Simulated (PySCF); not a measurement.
```tsv
atom	x (Å)	y (Å)	z (Å)
C	1.6239	0.6386	0.5124
C	1.2179	-0.5331	-0.3117
S	2.2545	-1.5990	-0.9740
Si	-0.6003	-0.9103	-0.6867
C	-1.7283	0.3837	0.2134
F	-1.5549	0.3407	1.5475
F	-1.4317	1.6383	-0.1752
F	-3.0319	0.1950	-0.0217
H	1.1618	0.5684	1.5125
H	2.7165	0.7073	0.6087
H	1.2234	1.5675	0.0710
H	-0.8677	-0.7753	-2.1433
H	-0.9766	-2.2518	-0.1701
```

Geometry: PBE0-D3(BJ)/def2-SVP.

Method: PBE0/pcSseg-1, SCF density, gas phase, non-relativistic in PySCF 2.14.0.

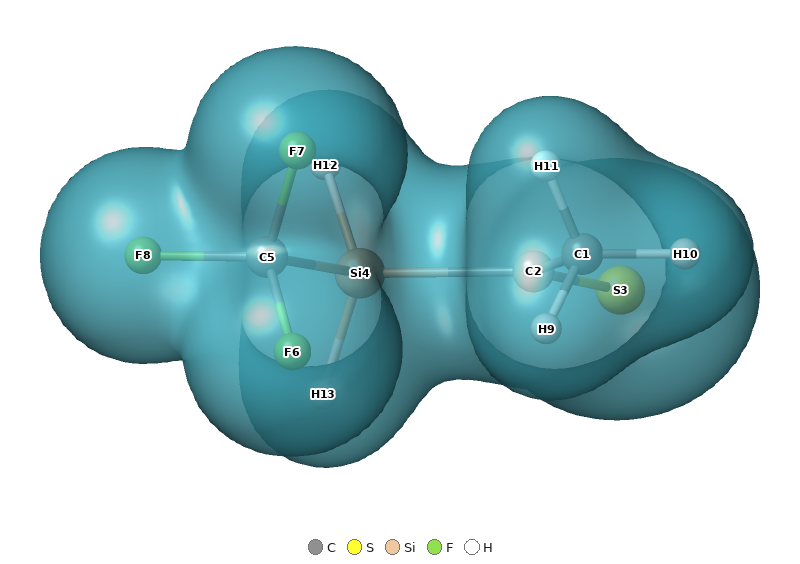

C₃H₅F₃SSi (SMILES CC(=S)[SiH2]C(F)(F)F). Isosurface of the total electron density at 0.1 e/Å³ (cyan), seen from one side.

Q: Which contacts does the surface bridge?

A: At this value the surface is in one piece. It bridges the sampled C–F (1.34 Å), C–C (1.49 Å), C–S (1.63 Å) and C–Si (1.89 Å) contacts, where the density stays above the isovalue. On the grid the lowest density along these lines, outside the cores, is 1.9 e/Å³ (C–F, 1.34 Å), 1.7 e/Å³ (C–C, 1.49 Å), 1.5 e/Å³ (C–S, 1.63 Å) and 0.79 e/Å³ (C–Si, 1.89 Å).
